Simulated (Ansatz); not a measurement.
A relaxed structure of ZrO$_{2}$. Space group P4₂/mnm (No. 136), rutile type. These are PBEsol (plane waves to 420 eV, PAW, scalar-relativistic; Ansatz, a first-principles code) values and carry that method's errors.

```xyz
6
Lattice="4.8513 0.0000 0.0000 0.0000 4.8513 0.0000 0.0000 0.0000 3.2402" Properties=species:S:1:pos:R:3 pbc="T T T"
Zr     2.4256     2.4256     1.6201
Zr     0.0000     0.0000     0.0000
O      3.9087     3.9087     1.6201
O      1.4831     3.3682     0.0000
O      3.3682     1.4831     0.0000
O      0.9426     0.9426     1.6201
```

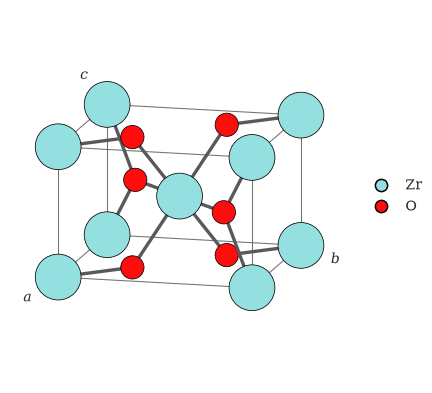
Figure: The conventional cell of the relaxed structure

```yaml
volume_per_atom: 12.71 Å³
band_gap: 3.59 eV, direct within 0.03 eV (at Γ) (no spin-orbit coupling)
smallest_direct_gap: 3.60 eV at Γ
shortest_distances: O–Zr 2.10 Å; O–O 2.67 Å; Zr–Zr 3.24 Å
k-mesh: 7×7×10
```

Band energies at high-symmetry points (eV from the VBM; labels of this space group; no spin-orbit coupling), from −5 eV up to 5.1 eV:

```
point                                                                                     energies
-----  -------------------------------------------------------------------------------------------
Γ        -4.96 -4.29 -3.56 -3.56 -1.68 -1.68 -1.47 -0.75 -0.54 -0.54 0.00 3.60 3.77 4.43 4.72 4.72
X                -3.98 -3.98 -3.47 -3.47 -2.83 -2.83 -2.65 -2.65 -1.40 -1.40 -0.66 -0.66 4.22 4.22
M      -4.97 -4.97 -3.64 -3.64 -2.27 -2.27 -1.77 -1.77 -1.06 -1.06 -0.79 -0.79 3.67 3.67 4.77 4.77
Z                -3.78 -3.78 -3.11 -3.11 -2.82 -2.82 -2.11 -2.11 -1.95 -1.95 -0.84 -0.84 4.88 4.88
R                -4.42 -4.42 -3.45 -3.45 -2.12 -2.12 -1.66 -1.66 -1.60 -1.60 -0.93 -0.93 3.59 3.59
A                -3.87 -3.87 -3.46 -3.46 -3.06 -3.06 -1.93 -1.93 -1.11 -1.11 -0.47 -0.47 4.41 4.41
```

No spin polarisation in the result.

The run could not lose the symmetry of its start.

The first start was generated by placing the elements on the sites of a structure type. Materials Project lists a structure of ZrO2 in the same space group, P4₂/mnm (No. 136); the sites were not compared with it, nor with measured phases. Known forms of ZrO2 include space group No. 14, 137, 225.
